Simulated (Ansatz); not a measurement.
**FH$_{3}$OSi···CH$_{4}$···HF: density, localisation and related maps**

Input

```
crystal:
  periodic: [false, false, false]
  atoms:
    - { symbol: Si, position_ang: [-1.227377, 0.863723, 0.033587] }
    - { symbol: C, position_ang: [1.317314, -0.932886, -0.626087] }
    - { symbol: H, position_ang: [-1.52816, -0.550515, -0.195888] }
    - { symbol: H, position_ang: [-2.341839, 1.581871, 0.710712] }
    - { symbol: O, position_ang: [-0.852601, 1.548264, -1.415187] }
    - { symbol: H, position_ang: [0.243328, -0.789768, 2.228086] }
    - { symbol: F, position_ang: [0.032248, 1.053595, 1.095531] }
    - { symbol: H, position_ang: [0.692768, -1.283698, 0.187908] }
    - { symbol: F, position_ang: [-0.275598, -1.5331, 2.132819] }
    - { symbol: H, position_ang: [2.086811, -0.255383, -0.232596] }
    - { symbol: H, position_ang: [1.804725, -1.795838, -1.100236] }
    - { symbol: H, position_ang: [0.734365, -0.39981, -1.387221] }
    - { symbol: H, position_ang: [-0.686084, 2.493546, -1.431428] }
basis:
  gaussian: { orbitals: def2-SVP }
hamiltonian:
  xc: pbe0
  dispersion: d4
relax:
  f_tol: 0.03
  max_steps: 50
output:
  orbitals: {}
```

Launched as:

```sh
ansatz run input.yaml --threads 2 --pin off --max-ram 3072MiB --backend cpu --events-out ev --progress --plain --runs-dir out
```

The fields are those of the run's last geometry, not of the input's.

Theory: Ansatz, RKS PBE0-D4/def2-SVP.

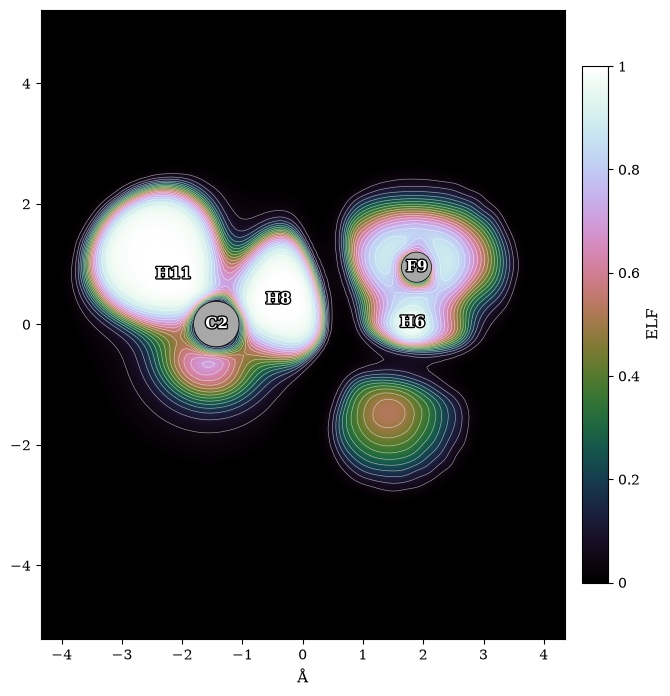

Figure 1. Electron localisation function on the plane of atoms H8, C2 and H11. Grey discs cover the atomic cores.

Question: Describe what can be read from this map.

Answer: The section cuts through C, H and F sites.
F–H (0.93 Å): the ELF climbs to about 1 towards the hydrogen, as it does in any bond to H (an ordinary covalent bond to hydrogen).
C–H (1.10 Å): the ELF climbs to about 1 towards the hydrogen: a covalent bond by its length.
The ELF also peaks beside F9, away from the bonds: lone-pair regions.

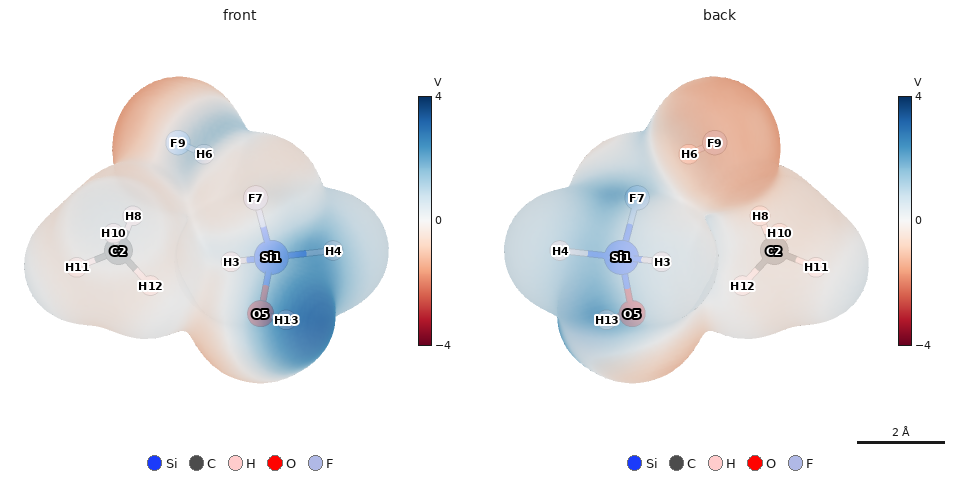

Figure 2. The molecular electrostatic potential painted on the density surface at 0.002 e/bohr³, seen from the front and from behind; the colour scale runs from red (negative) to blue (positive).

Question: Describe the electrostatic potential map.

Answer: The most negative region (about −1.5 V) lies over F9, the most positive (about +3.1 V) over H13.

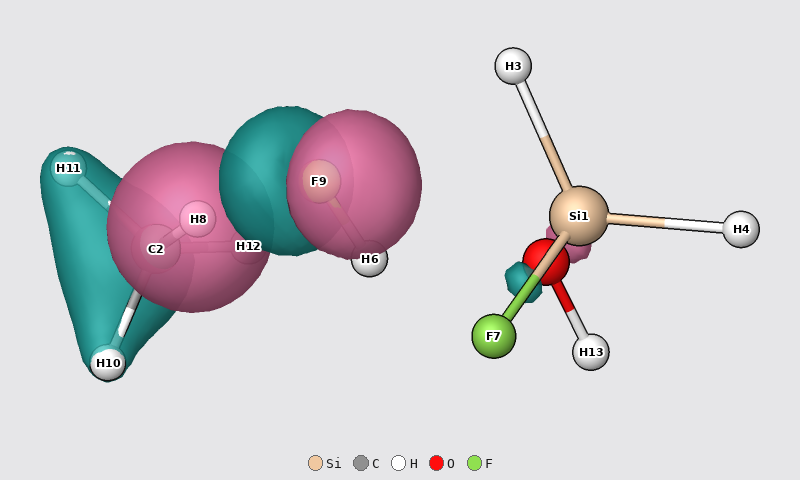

Figure 3. The HOMO−1 at ±0.2 Å⁻³ᐟ² (teal and pink are the two phases), seen from one side.

Question: What is the character of this orbital?

Answer: It lies mainly on F9 (about 45 %), C2 (about 25 %) and H8 (about 15 %). Its energy is −10.19 eV.
